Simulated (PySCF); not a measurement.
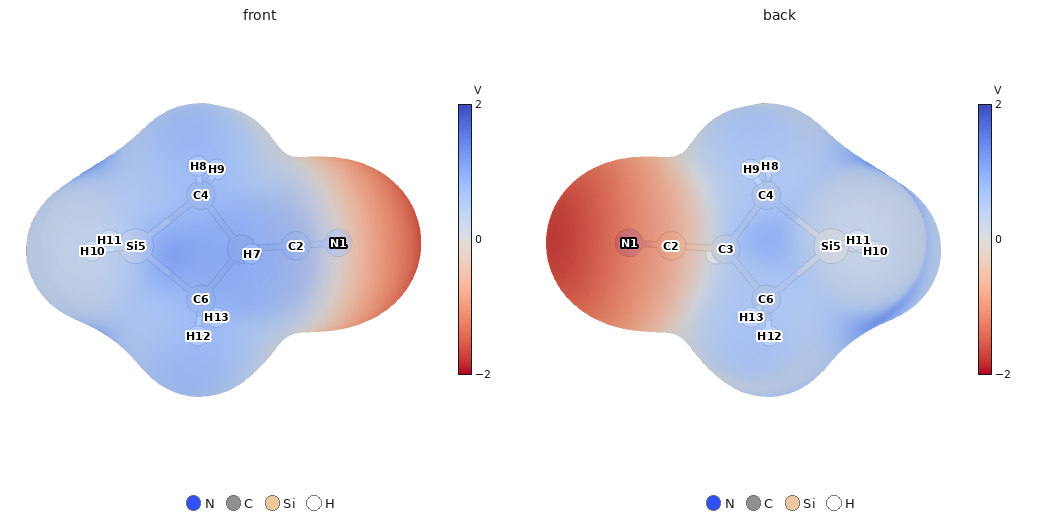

*C₄H₇NSi. The molecular electrostatic potential painted on the density surface at 0.001 e/bohr³, seen from the front and from behind; the colour scale runs from red (negative) to blue (positive).*

Geometry: GFN2-xTB.

Level of theory: PySCF, PBE0/pcSseg-1, SCF density, gas phase, non-relativistic.

```yaml
atoms:
  - { symbol: N, position_ang: [-2.5573, -0.3974, 1.7225] }
  - { symbol: C, position_ang: [-1.8209, -0.2979, 0.8516] }
  - { symbol: C, position_ang: [-0.8570, -0.1642, -0.2015] }
  - { symbol: C, position_ang: [-0.0946, 1.1852, -0.1479] }
  - { symbol: Si, position_ang: [1.5874, 0.2785, -0.2622] }
  - { symbol: C, position_ang: [0.3308, -1.1510, -0.0564] }
  - { symbol: H, position_ang: [-1.3666, -0.2940, -1.1595] }
  - { symbol: H, position_ang: [-0.3776, 1.8681, -0.9455] }
  - { symbol: H, position_ang: [-0.2628, 1.7008, 0.7965] }
  - { symbol: H, position_ang: [2.2266, 0.3452, -1.5756] }
  - { symbol: H, position_ang: [2.5289, 0.4959, 0.8315] }
  - { symbol: H, position_ang: [0.3182, -1.9471, -0.7970] }
  - { symbol: H, position_ang: [0.3406, -1.6217, 0.9257] }
```

> Describe the electrostatic potential map.

The most negative region (about −1.8 V) lies over N1, the most positive (about +1.2 V) over Si5. N1 is the likeliest acceptor of a hydrogen bond.
